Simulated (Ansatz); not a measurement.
**Hypothetical rock salt SbP, pressure series**

The reference is SbP in the rock salt structure (space group Fm-3m, No. 225; a hypothetical phase, not in the database extracts checked).

```
SbP
1.0
    0.00000     2.81703     2.81703
    2.81703     0.00000     2.81703
    2.81703     2.81703     0.00000
P Sb
1 1
Direct
  0.00000   0.00000   0.00000
  0.50000   0.50000   0.50000
```

Cell and atoms are relaxed at each pressure.

Level of theory: PBE/PAW in Ansatz (a first-principles code), no SOC.

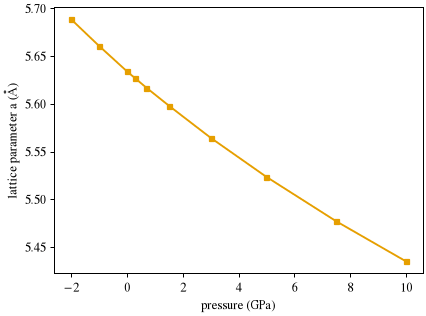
Figure: Lattice parameter a against pressure

**Question.** From the plot, what is the lattice parameter a for pressure 1.5 GPa?

**Answer.** About 5.60 Å.

**Question.** Is the trend monotonic over the range shown?

**Answer.** Yes, it falls throughout, spanning 5.435 Å to 5.689 Å.

Load acts through the strain it causes; cell and atoms are relaxed under it. No phonon test of stability was made. No other phases were tried under pressure. All final runs are without spin polarisation.
